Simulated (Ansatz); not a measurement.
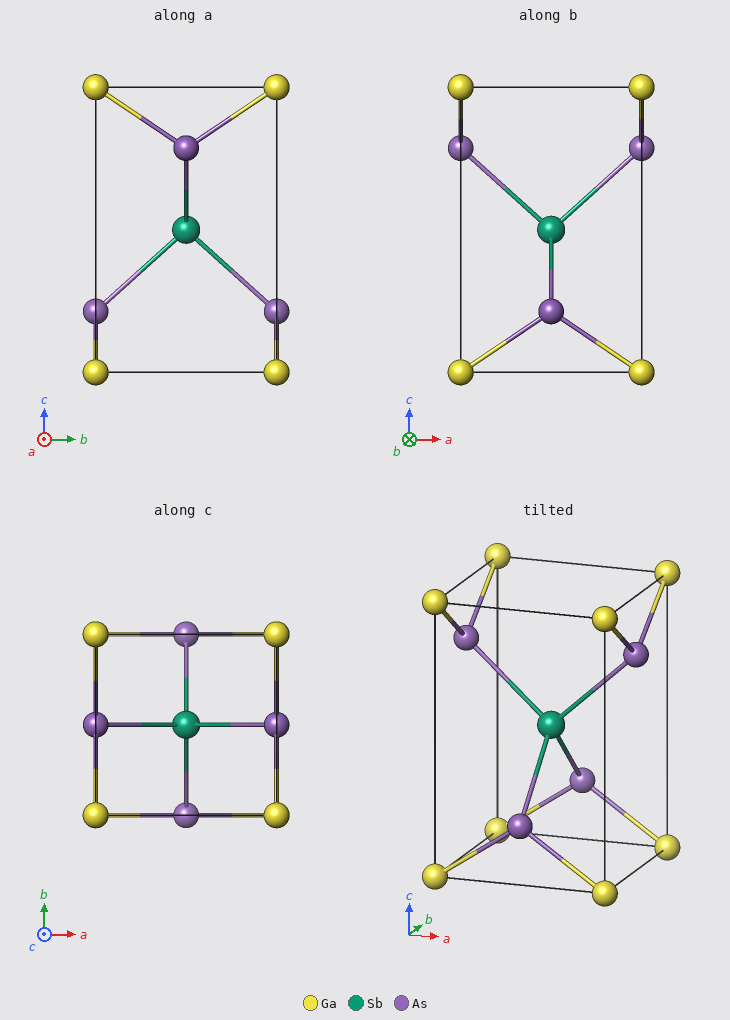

We look at a ball-and-stick model of the crystal along the a axis, along the b axis, along the c axis and slightly off an axis. The lines enclose the conventional unit cell; boundary atoms appear with their images.

Lattice parameters: a = 4.189 Å, b = 4.189 Å, c = 6.600 Å, α = 90.00°, β = 90.00°, γ = 90.00°. Put a along x and b in the xy plane.

Set out the cell and atoms as a POSCAR file, with free fractional coordinates to two decimals.

```
Ga Sb As
1.0
     4.189    0.000    0.000
     0.000    4.189    0.000
     0.000    0.000    6.600
Ga Sb As
1 1 2
Direct
  0.00 0.00 0.00
  0.50 0.50 0.50
  0.00 0.50 0.79
  0.50 0.00 0.21
```

The structure comes from a structure type filled with these elements by a generator (whether the compound takes this form wasn't checked). Earlier steps of the study, as a rule a relaxation of our own, may have changed the cell and positions, so they can lie some per cent off the listed ones. A calculation with Ansatz used it as input.
